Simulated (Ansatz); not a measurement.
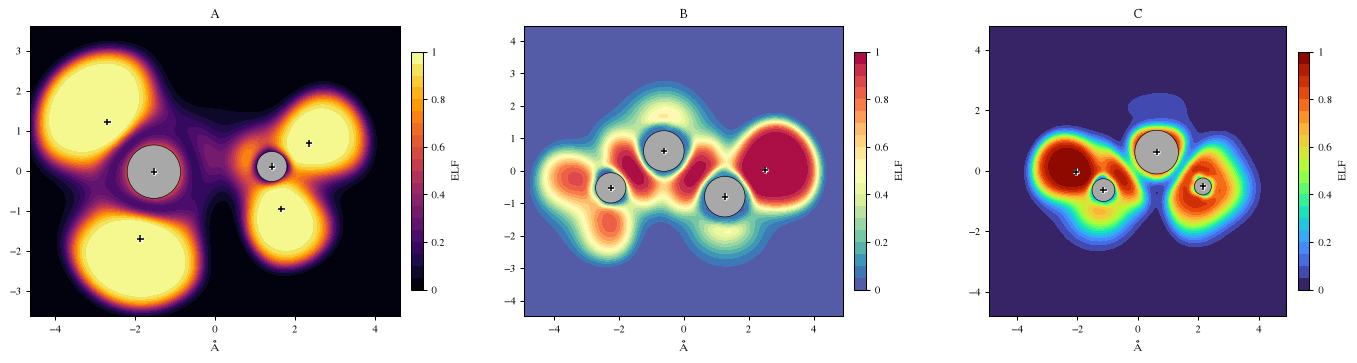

The ELF of 3 systems, each on a plane through atoms (crosses mark nuclei in the plane; grey discs cover the cores).

Theory: RKS PBE0-D4/def2-TZVPP in Ansatz.

System 1: BH9Si3 (SMILES B[SiH]([SiH3])[SiH3]), the plane of atoms B1, Si2 and Si4. Geometry: PBE0-D4/def2-TZVP.

```xyz
13

B    -0.2955    1.8766   -1.0327
Si    0.4331    0.0658   -0.6504
Si    1.3884    0.0834    1.4912
Si   -1.3613   -1.4350   -0.4851
H    -1.0956    2.3441   -0.2757
H     0.0249    2.5256   -1.9833
H     1.4266   -0.4537   -1.6338
H     0.3562    0.4937    2.4805
H     2.5310    1.0326    1.5736
H     1.8780   -1.2768    1.8433
H    -2.1222   -1.5224   -1.7608
H    -0.8602   -2.7929   -0.1402
H    -2.2829   -0.9756    0.5882
```

System 2: CH5O3Ta (SMILES [CH3][Ta](=[O])([OH])[OH]), the plane of atoms C1, Ta2 and O4. Geometry: PBE0-D4/def2-TZVP; core potentials replace the inner electrons of Ta.

```xyz
10

C    -0.3100   -1.3607   -0.6932
Ta    0.2421    0.4531    0.3471
O     1.5465   -0.0111    1.3680
O    -1.2623    1.0186    1.3701
O     0.8087    1.7222   -0.9559
H    -0.6062   -2.1380    0.0178
H     0.5363   -1.7475   -1.2690
H    -1.1440   -1.1846   -1.3803
H    -1.3932    1.0790    2.3164
H     1.6651    2.1179   -1.1181
```

System 3: C2H6ClIn, the plane of atoms H5, C2 and H6. Geometry: PBE0-D4/def2-TZVP; core potentials replace the inner electrons of In.

```xyz
10

Cl   -1.5254    0.2660   -1.2998
C    -0.8039   -0.9958   -0.1862
C     0.6112   -0.6258    0.1603
In    0.6119    1.5647    0.2386
H    -1.4615   -0.9962    0.6815
H    -0.9260   -1.9317   -0.7319
H     0.8947   -1.0890    1.1083
H     1.3065   -0.9615   -0.6103
H    -0.3009    2.3122    1.5007
H     1.5934    2.4571   -0.8613
```

**Match each panel to its system.**

Panel A is system 3, C2H6ClIn: the plane holds C, In and H. Panel B is system 1, BH9Si3: the plane holds B, Si and H. Si–B (1.99 Å): the ELF peaks at about 1 between the atoms (localised, covalent bonding). Panel C is system 2, CH5O3Ta: the plane holds C, Ta, O and H. C–Ta (2.16 Å): the ELF peaks at about 0.95 in the valence shell of C, 0.7 Å from its nucleus, and is about 0.55 at the midpoint.
